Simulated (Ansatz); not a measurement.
Where the default PAW files enter, the runs use the earlier of Ansatz's two default sets.

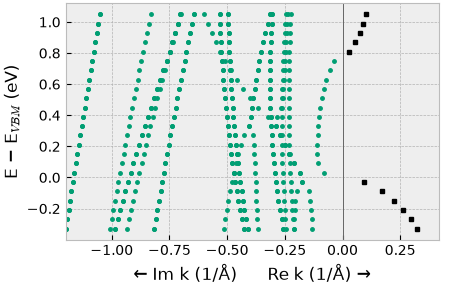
Fig. 1. Complex bands at the centre of the two-dimensional zone; r2SCAN (Ansatz, a program for electronic structure)

The gap is the functional's own. No spin-orbit coupling. Mid-gap values are interpolated on the energy grid.

**Question.** This is InSe (P6_3/mmc, 8 atoms a cell, 29.5 Å³ an atom) along the normal of (101). Read off the slowest decay at the centre of the two-dimensional zone at 0.39 eV, the computed energy nearest the middle of the gap.

**Answer.** κ ≈ 0.10 1/Å, a decay length 1/(2κ) of the density of 5.0 Å.
